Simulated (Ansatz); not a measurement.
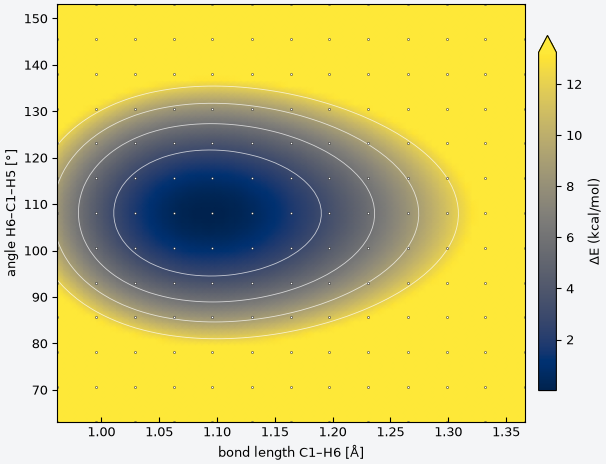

CH5AlO, SMILES [CH3][AlH][OH]. Coordinates scanned: (1) bond length C1–H6; (2) angle H6–C1–H5. Nothing is relaxed (all other coordinates rigid). Grid: 13 × 13 points. Energies: kcal/mol, counted from the lowest grid point. These are results of RKS CAM-B3LYP-D4/def2-TZVP (Ansatz 0.2.0), not measurements.

In the figure: a smooth colour map with a few white contour lines, dots at the grid points, one colour for all values above the top of the scale. Between grid points the surface is interpolated.

> Where is the minimum, and how stiff is the well along each coordinate?

The interpolated minimum is at bond length C1–H6 ≈ 1.093 Å, angle H6–C1–H5 ≈ 108.1°. The curvatures there are about 33 eV/Å² and 4.6 eV/rad², with a cross term of about 0 eV/(Å·rad). Round the minimum the two coordinates are nearly uncoupled. (1 eV is 23.1 kcal/mol.)
